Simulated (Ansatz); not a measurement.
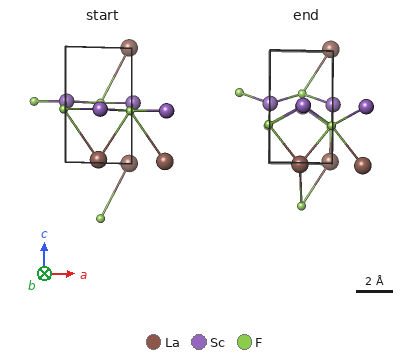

The structure of a crystal of LaScF (a generated structure, set up in P1) (coarse preliminary run) before (left) and after (right) a relaxation, at one scale.

The picture is a ball-and-stick view of the cell of the calculation, seen along the b axis.

All numbers below come from Ansatz, DFT PBE, scalar-relativistic, plane waves, PAW. Settings: plane-wave cutoff 420 eV; k-point mesh 6 × 4 × 4; occupations gaussian; smearing width 0.2 eV; no spin polarisation; cell and atoms relaxed; force threshold 0.025 eV/Å; at most 60 steps.

### Summarise the run.

The run was cut off at its time limit before the relaxation converged, so the last structure is only a point on the way. The largest move relative to the cell is that of an F atom, 0.78 Å along −c. By element the largest moves are F 0.78 Å, La 0.32 Å, Sc 0.29 Å. The volume changes by −9.2 %, with a 3.721 → 3.524 Å (−5.3 %), b 6.237 → 6.159 Å (−1.2 %), c 6.473 → 6.283 Å (−2.9 %), α 88.2° → 89.6°, β 91.6° → 90.8°, γ 90.9° → 91.7°. Some distances before and after: F–La 3.941 → 3.075 Å, La–Sc 4.295 → 3.542 Å, F–La 3.906 → 3.271 Å, F–La 3.476 → 2.866 Å. New bonds form: F–La (3.94 → 3.07 Å). Among the angles between lasting bonds that change: Sc–F–Sc 134.9° → 101.9°, Sc–F–Sc 120.8° → 99.9°, Sc–F–Sc 124.0° → 114.1°. The space group stays P1 (No. 1). The energy falls by 266 meV per atom in 5 geometry steps. Largest force component: 5.4 eV/Å at the start, 0.47 eV/Å at the end. Pressure: 4.92 GPa at the start and 0.20 GPa at the end.

Limits of the set-up: layers or molecules are held without a dispersion correction, so their spacing is unreliable.
